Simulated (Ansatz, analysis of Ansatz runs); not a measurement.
# Na2WO4 (Fd-3m), nudged elastic band: Na_i by the interstitialcy path (q = +1), part 2 of 4

Aim: the barrier of one jump in Na2WO4 (Fd-3m) at charge +1: Na_i by the interstitialcy path. The model is a cell of 56 host atoms with 1 Na put in; Na is the atom that moves.

Ansatz 0.2.0; plane-wave PAW DFT, PBEsol; nudged elastic band between two relaxed defect structures at fixed charge in a uniform background.

So far: Set-up; Relaxation of the start point, charge +1.

### 3. Relaxation of the end point, charge +1

Level of this step: plane-wave PAW DFT, PBEsol; relaxation of all atoms of a defect supercell at fixed charge in a uniform background (Ansatz).

The end point is relaxed in the same cell and settings, so that the two energies compare. Atoms more than 3.2 Å from the middle of the hop start where the first relaxation left them, the nearer ones on or close to their ideal places, with small random displacements.

qp1.end/input.yaml

```yaml
crystal:
  lattice:
    - [9.1091061, 0.0, 0.0]
    - [0.0, 9.1091061, 0.0]
    - [0.0, 0.0, 9.1091061]
  atoms:
    - { symbol: Na, position: [0.0, 0.5, 0.5] }
    - { symbol: Na, position: [0.12357509, 0.87122924, 0.87117447] }
[... 2 atom lines left out ...]
    - { symbol: Na, position: [0.375, 0.125, 0.375] }
[... 3 atom lines left out ...]
    - { symbol: Na, position: [0.375, 0.375, 0.125] }
[... 3 atom lines left out ...]
    - { symbol: Na, position: [0.125, 0.125, 0.125] }
[... 15 atom lines left out ...]
    - { symbol: O, position: [0.13671203, 0.36328797, 0.63671203] }
[... 4 atom lines left out ...]
    - { symbol: O, position: [0.13671203, 0.63671203, 0.36328797] }
[... 4 atom lines left out ...]
    - { symbol: O, position: [0.86328797, 0.36328797, 0.36328797] }
[... 1 atom line left out ...]
    - { symbol: O, position: [0.38671203, 0.11328797, 0.11328797] }
[... 3 atom lines left out ...]
    - { symbol: O, position: [0.11328797, 0.38671203, 0.11328797] }
[... 3 atom lines left out ...]
    - { symbol: O, position: [0.11328797, 0.11328797, 0.38671203] }
[... 3 atom lines left out ...]
    - { symbol: O, position: [0.38671203, 0.38671203, 0.38671203] }
[... 3 atom lines left out ...]
    - { symbol: Na, position: [0.125, 0.375, 0.375] }
total_charge: 1
basis:
  ecutwfc: 420
  xc_grid: 2
hamiltonian:
  xc: pbesol
kpoints:
  mp_grid: { grid: [1, 1, 1], shift: [0.25, 0.25, 0.25] }
scf:
  occupations: { method: fixed }
  max_iter: 100
output:
  forces: true
relax:
  f_tol: 0.02
  max_steps: 70
  random_displacement: { amplitude: 0.01, seed: 101 }
```

On the command line:

```
$ ansatz run input.yaml --threads 8 --pin off --max-ram 14131MiB --backend cpu --events-out ev --progress --plain --runs-dir out
```

Numbers of over 12 decimals in the logs are rounded to 6 here.

Output:

```text
[...]
Crystal: 57 atoms, lattice volume = 755.835 Å³
Basis set: ecut = 420 eV, 14771 PW (Γ), exchange–correlation on 128×128×128 points (8 copies of the dense FFT grid, shifted against one another)
Bands: 285, of which v1, the nominal top of the filled ones, is band 228 counted from 1 (227 counted from 0)
Symmetry: 1 space group operations
k-points: 1
[...]
SCF iter   1: F=—  HF=-127560.341901 eV  |F-HF|=—  |Δ(HF+E_count)|=         —  Δρ=7.30e-1  dr2=2.20e4  ethr=1.77e-3  ⟨swp⟩=24.0  Hψ=3520  notcnv=0  defer=57
[...]
SCF iter  16: F=-125133.357730 eV  HF=-125133.357732 eV  |F-HF|=2.05e-6  |Δ(HF+E_count)|=   5.51e-7  Δρ=2.30e-5  dr2=3.54e-6  ethr=2.19e-9  ⟨swp⟩=6.0  Hψ=911  notcnv=0
SCF 1 converged in 16 iterations: F = -125133.357730 eV  dr2 = 3.54e-6
[...]
atom  57  Na    -0.00053775     0.00031874     0.00047099
  max |Σ_I F_I| component: 1.14e-5 eV/Å
--- Relaxed structure (5 steps of the walk, 5 accepted, 0 SCFs on fresh bases) ---
  F+E_penalty+E_count = -125135.21937622 eV   max|allowed force component| = 4.529e-3 eV/Å
  atoms:
    - { symbol: Na, position: [-0.000111, 0.500102, 0.500072] }
    - { symbol: Na, position: [0.126061, 0.879357, 0.879336] }
[...]
- { symbol: Na, position: [0.378957, 0.121221, 0.374124] }
[...]
- { symbol: Na, position: [0.378940, 0.374191, 0.121162] }
[...]
- { symbol: Na, position: [0.125976, 0.121248, 0.121186] }
[...]
- { symbol: O, position: [0.135338, 0.364787, 0.635738] }
[...]
- { symbol: O, position: [0.864267, 0.364769, 0.364676] }
    [... 5 atoms left out ...]
    - { symbol: O, position: [0.114304, 0.385989, 0.111194] }
    [... 3 atoms left out ...]
    - { symbol: O, position: [0.114310, 0.111242, 0.385896] }
    [... 3 atoms left out ...]
    - { symbol: O, position: [0.389092, 0.385945, 0.385894] }
    [... 3 atoms left out ...]
    - { symbol: Na, position: [0.149250, 0.351100, 0.351038] }
[key lines of the parts left out:]
SCF converged after 8 iterations
Free energy (F): -125135.219376 eV
Fermi energy:    4.535716 eV
```

Elapsed: 39 s, on 8 threads of Arm Neoverse V2, shared host; peak memory 1.4 GiB; 4.9 min of CPU time.

The steps of the relaxation:

```
step  energy less that of the first step (eV)  largest force component (eV/Å)
   1                                   0.0000                          1.7914
   2                                  -1.0387                          1.1395
   3                                  -1.7831                          0.2899
   4                                  -1.8601                          0.0291
   5                                  -1.8616                          0.0045
```

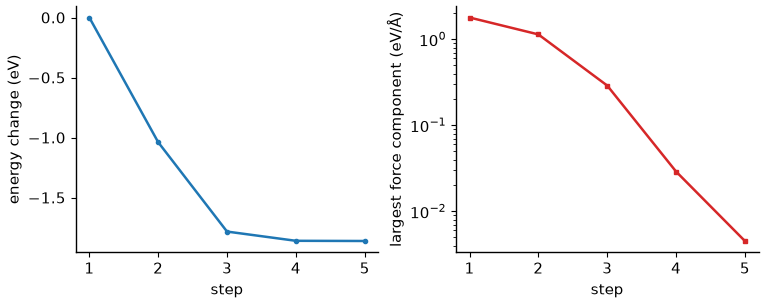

Energy and largest force along the relaxation.

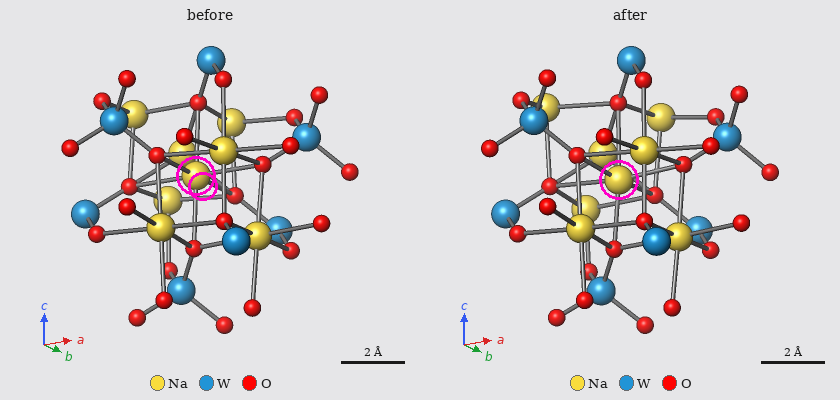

Before and after: the atoms that start within 5 Å of the centre. Na57, which moves most, is ringed if it is among them. A ring with no atom in it marks the middle of the ideal hop.

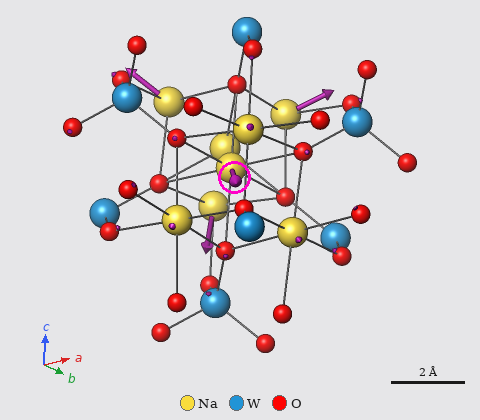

Displacements in the relaxation from the typed sites near the centre, exaggerated; the longest in the cell stands for 0.38 Å. A ring marks the middle of the ideal hop wherever no atom is near it.

The atoms that moved most (Å, from the sites as typed, ahead of the random displacement):

```
atom      dx      dy      dz  length
Na57   0.220  -0.219  -0.219   0.380
Na11  -0.182  -0.230   0.184   0.346
 Na8  -0.183   0.184  -0.230   0.346
Na14   0.229   0.183   0.183   0.346
 Na3  -0.074  -0.023   0.073   0.106
 Na4  -0.073   0.073  -0.022   0.106
 Na2   0.022   0.072   0.073   0.105
Na10   0.028   0.073  -0.029   0.083
```

Neighbours of Na57 at the end:

```
atom  distance (Å)
 O53         2.230
 O45         2.231
 O49         2.231
 Na1         2.353
 O29         2.599
 O34         2.599
 O39         2.602
 Na9         2.968
 Na5         2.968
Na13         2.969
```

Numbers from this step:

- free energy: -125135.2194 eV
- r.m.s. move of the farther half of the atoms: 0.03529 Å
- largest move from the ideal geometry of this structure, a common shift of the far atoms taken out: 0.3879 Å

The relaxation gained 1.862 eV and ended with a largest force component of 0.0045 eV/Å. The end lies within 1 meV of the start.

[end of part 2 of 4]

[Logs are printed without paths, hosts, clocks, repeated set-up lines and the standing remarks that a program may print on its own settings, such as how far it seeks lower states.]

[Hosts, paths, dates, database ids (printed as entryN), source tags and the programs' standing remarks are cut or masked in the printed files.]
